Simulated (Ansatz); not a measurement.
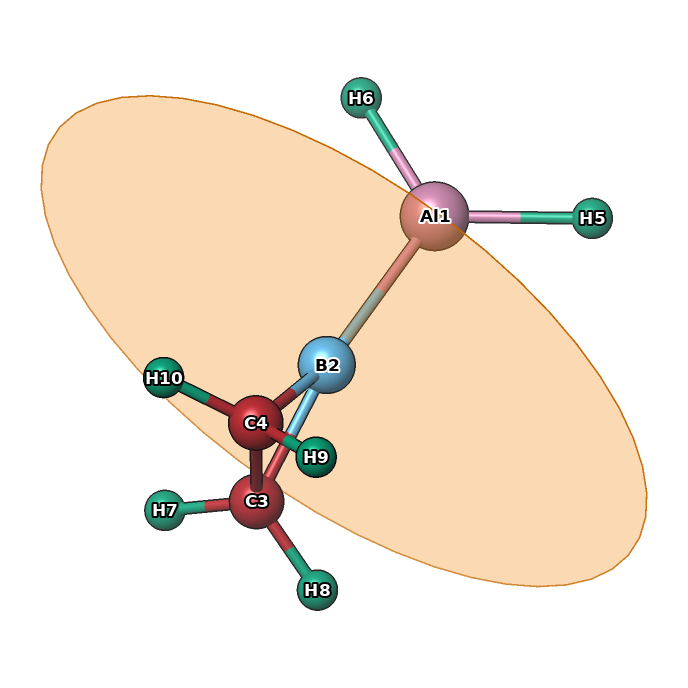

A disc through the centre of mass is drawn in. Distant atoms are faded towards the background colour. Computed geometry: PBE0-D4/def2-TZVP optimisation.

Question: Is the plane of the disc a mirror plane of the structure?

Answer: No. The point group is C2v, with 1 C2 axis and 2 mirror planes, and this plane isn't one of its mirror planes.
